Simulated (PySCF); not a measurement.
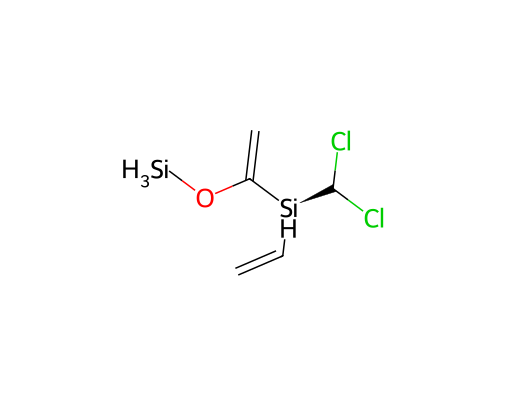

Computed geometry: GFN2-xTB optimisation. No frequency run is at hand to confirm it as a minimum. Level of theory: PBE0/pcSseg-1, gas phase (PySCF 2.14.0).

**What is the LUMO energy (Kohn–Sham orbital)?**

−0.73 eV.

**What is the HOMO energy (Kohn–Sham orbital)?**

−7.31 eV.

**Estimate the dipole moment.**

2.67 D.

The geometry is semi-empirical. Around Si such bond lengths and angles can be off by a tenth of an ångström or more and by several degrees, and values that hang on the shape move with them.
